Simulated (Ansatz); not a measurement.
# GeH3O (SMILES [O][GeH3]): UB3LYP/6-31G(d) (spherical functions)

What is the vertical ionisation energy of GeH3O at UB3LYP/6-31G* (spherical functions)? 

Program for the calculation: Ansatz 0.2.0.

53 further runs of the same task are left out: 1 that didn't finish, 52 set aside as unsound or not needed. Runs told in other sessions of the task aren't counted.

### Step 1. The system as given

GeH3O has 5 atoms, charge 0, and is taken as a doublet. SMILES: `[O][GeH3]`. The coordinates come from a PBE0-D4/def2-TZVP relaxation.

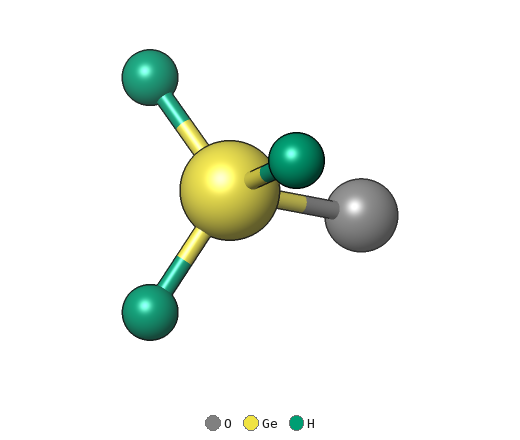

Viewed from a chosen angle; oxygen grey, germanium yellow, hydrogen teal.

### Step 2. A single-point energy at UB3LYP/6-31G(d) (spherical functions)

Input file input.yaml:

```yaml
crystal:
  periodic: [false, false, false]
  atoms:
    - {symbol: O, position_ang: [-1.443900, 0.418600, 0.777300]}
    - {symbol: Ge, position_ang: [0.072300, -0.056300, -0.056900]}
    - {symbol: H, position_ang: [-0.162200, -0.091200, -1.574700]}
    - {symbol: H, position_ang: [0.548000, -1.418100, 0.471500]}
    - {symbol: H, position_ang: [1.035700, 1.073400, 0.341400]}
basis:
  gaussian:
    orbitals: 6-31G_st_-spherical.json
accuracy: high
magnetization:
  spin_polarized: true
  initial_magnetization: 1
output: {orbitals: {seedname: orbitals}}
hamiltonian:
  xc: {name: B3LYP}
```

The basis set 6-31G* is read from a file made from the Basis Set Exchange's data (not shown).

Launch:

```console
$ ansatz run input.yaml --threads 1 --pin off --max-ram 3480MiB --events-out events.jsonl --progress --plain --runs-dir runs
```

Output:

```text
Warning: RAYON_NUM_THREADS=1 ignored (pool sized by the plan → 1); use --threads N
Functional definition: B3LYP
  name "B3LYP"
  parameter a0 = 0.2
  parameter ax = 0.72
  parameter ac = 0.81
  exchange = (1 - a0 - ax)*slater_x + ax*b88_x + a0*exact_x
  correlation = (1 - ac)*vwn_rpa_c + ac*lyp_c
1054 factors; integrals over basis functions are off by at most 4.0e-9 eV
mean field evaluation 1: about -58598.5740 eV, gradient 3.8e1 eV
mean field evaluation 2: about -58539.5939 eV, gradient 1.1e2 eV
mean field evaluation 4: about -58605.0999 eV, gradient 4.4e0 eV
mean field evaluation 8: about -58605.2603 eV, gradient 4.3e-1 eV
mean field evaluation 16: about -58605.2617 eV, gradient 9.3e-4 eV
mean field evaluation 32: about -58605.2617 eV, gradient 1.9e-6 eV
mean field -58605.26167424 eV, -2153.7036424551 hartree, gradient 5.2e-8 eV, S^2 0.753584; 2 other end points of the search recorded, 0 dependent functions left out
reference -58605.26171029 eV, -2153.7036437800 hartree; 22, 21 occupied and 30, 31 virtual orbitals, 1054 factors
Total energy: -58605.26171029 eV, -2153.7036437800 hartree
```

Run time: 12 s. Hardware: 1 thread of Arm Neoverse V1, shared host; peak memory 0.22 GiB.

### Step 3. The singlet cation

Input file job.yaml:

```yaml
crystal:
  periodic: [false, false, false]
  atoms:
    - {symbol: O, position_ang: [-1.443900, 0.418600, 0.777300]}
    - {symbol: Ge, position_ang: [0.072300, -0.056300, -0.056900]}
    - {symbol: H, position_ang: [-0.162200, -0.091200, -1.574700]}
    - {symbol: H, position_ang: [0.548000, -1.418100, 0.471500]}
    - {symbol: H, position_ang: [1.035700, 1.073400, 0.341400]}
basis:
  gaussian: {orbitals: 6-31G_st_-spherical.json}
output: {orbitals: {seedname: orbitals}}
hamiltonian: {xc: {name: B3LYP}}
total_charge: 1
accuracy: high
```

The basis set 6-31G* is read from a file made from the Basis Set Exchange's data (not shown).

Launch:

```console
$ ansatz run job.yaml --threads 1 --pin off --max-ram 3480MiB --events-out events.jsonl --progress --plain --runs-dir runs
```

Output, shortened:

```text
Warning: RAYON_NUM_THREADS=1 ignored (pool sized by the plan → 1); use --threads N
[... 7 set-up lines as earlier in the session ...]
1052 factors; integrals over basis functions are off by at most 4.0e-9 eV
mean field evaluation 1: about -58557.9929 eV, gradient 1.1e2 eV
mean field evaluation 2: about -58267.0653 eV, gradient 2.2e2 eV
mean field evaluation 4: about -58585.6221 eV, gradient 4.6e1 eV
mean field evaluation 8: about -58592.7090 eV, gradient 8.6e-1 eV
mean field evaluation 16: about -58592.7731 eV, gradient 3.3e-3 eV
mean field evaluation 32: about -58592.7731 eV, gradient 3.9e-7 eV
mean field evaluation 64: about -58592.7136 eV, gradient 3.3e-1 eV
mean field -58592.77313784 eV, -2153.2446972075 hartree, gradient 7.0e-8 eV, S^2 0.000000; 3 other end points of the search recorded, 0 dependent functions left out
reference -58592.77317170 eV, -2153.2446984519 hartree; 21, 21 occupied and 31, 31 virtual orbitals, 1052 factors
Total energy: -58592.77317170 eV, -2153.2446984519 hartree
```

Wall time 8.4 s (1 thread of Arm Neoverse V1, shared host); peak memory 0.15 GiB.

### Step 4. Summary of results

At UB3LYP/6-31G* (spherical functions):

```
                                          quantity           value
                       doublet GeH3O: total energy  -2153.70364 Eh
 doublet GeH3O: HOMO energy (highest over α and β)        -7.77 eV
  doublet GeH3O: LUMO energy (lowest over α and β)        -4.28 eV
                               doublet GeH3O: ⟨S²⟩           0.754
                      singlet cation: total energy  -2153.24470 Eh
                       singlet cation: HOMO energy       -16.06 eV
                       singlet cation: LUMO energy       -14.90 eV
                     singlet cation: HOMO–LUMO gap         1.16 eV
vertical ionisation energy (to the singlet cation)       12.489 eV
```

What this shows: Removing an electron at fixed nuclei costs 12.49 eV (288 kcal/mol). Only the singlet of the ionised species was computed; a triplet could lie lower.
